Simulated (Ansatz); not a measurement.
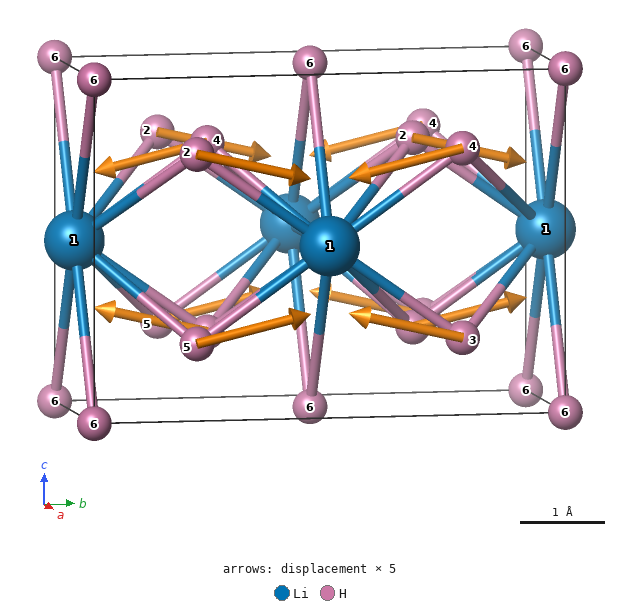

This is a relaxation of crystalline LiH₅ (a generated structure, set up in Cmmm). The starting structure is drawn; orange arrows show the displacements (the part carried along by the change of the cell is left out), magnified 5 times.

A ball-and-stick model of the conventional cell (2 times the calculation's cell), seen slightly off an axis. Lengths and directions refer to the drawn axes.

All numbers below come from DFT PBE, scalar-relativistic, plane waves, PAW in Ansatz. Set-up: plane-wave cutoff 420 eV; k-point mesh 16 × 16 × 10; occupations gaussian; smearing width 0.1 eV; no spin polarisation; cell and atoms relaxed; force threshold 0.01 eV/Å; at most 80 steps.

Question: Atoms of which element are displaced furthest, and by how much?

Answer: Hydrogen: up to 0.29 Å, against 0.00 Å for lithium.

Question: What happened in the run?

Answer: After 25 accepted moves (33 points after the start) the energy has fallen by 54.7 meV per atom. Largest force component: 0.073 eV/Å at the start, 0.00021 eV/Å at the end. The pressure goes from −0.33 to 0.01 GPa. The line search rejected the trial steps at points 1, 11, 13, 22, 31 of the run. At 3 points the geometry stayed and the basis and grid were re-selected for the new cell (energy shift of 10.1 meV per atom at most each time). The largest moves relative to the cell, 0.29 Å, are those of H2, H3, H4 and H5. H3 goes along [0 −2 1]. Li stays in place. The drawn cell changes as follows: a 2.395 → 2.174 Å (−9.2 %), b 5.789 → 9.223 Å (+59.3 %), c 4.168 → 3.600 Å (−13.6 %); the volume changes by +24.9 %. Near-neighbour distances that change, for instance: Li1–H2 2.085 → 2.701 Å, Li1–H2 (another image) 1.995 → 2.497 Å, Li1–H6 2.404 → 2.103 Å, Li1–Li1 2.395 → 2.174 Å. The space group stays Cmmm (No. 65). Cost: 4.4 min on 1 thread of Arm Neoverse V2, on a shared host, peak memory 0.45 GiB.
